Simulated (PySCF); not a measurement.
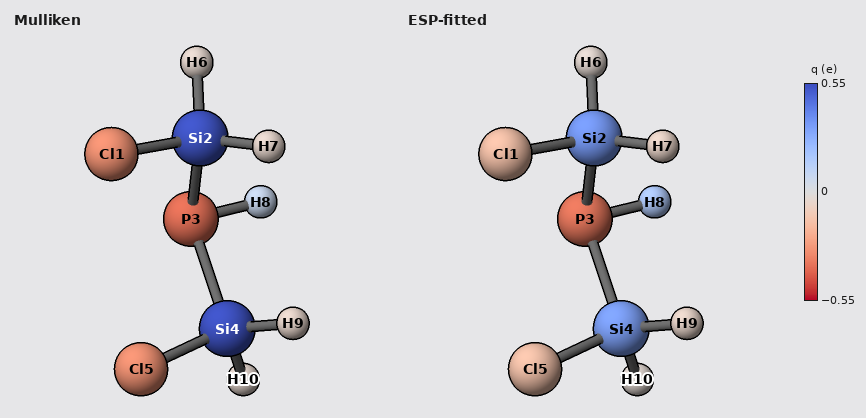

Atomic charges of one calculation by 2 schemes, on one colour scale. The computed structure is the end point of a GFN2-xTB optimisation. No frequency run is at hand to confirm it as a minimum. Level of theory: PBE0/pcSseg-1 (PySCF 2.14.0).

Which scheme gives the most polar picture (largest mean size of the charges)?

Answer. The Mulliken charges are the largest in size here.

On which atom do the schemes disagree most?

Answer. On Si4 (from 0.32 to 0.52 e).

List the charges (e), one line for each set of equivalent atoms. Atoms whose distances differ by more than 0.02 Å in this geometry are listed apart.

```json
{"atom": "Cl1", "Mulliken": "−0.29", "ESP-fitted": "−0.14"}
{"atom": "Si2, Si4", "Mulliken": "0.52", "ESP-fitted": "0.34"}
{"atom": "P3", "Mulliken": "−0.37", "ESP-fitted": "−0.36"}
{"atom": "Cl5", "Mulliken": "−0.29", "ESP-fitted": "−0.14"}
{"atom": "H6, H10", "Mulliken": "−0.04", "ESP-fitted": "−0.03"}
{"atom": "H7", "Mulliken": "−0.05", "ESP-fitted": "−0.06"}
{"atom": "H8", "Mulliken": "0.08", "ESP-fitted": "0.16"}
{"atom": "H9", "Mulliken": "−0.05", "ESP-fitted": "−0.06"}
```

The geometry is semi-empirical. Around P, Si such bond lengths and angles can be off by a tenth of an ångström or more and by several degrees, and values that hang on the shape move with them.
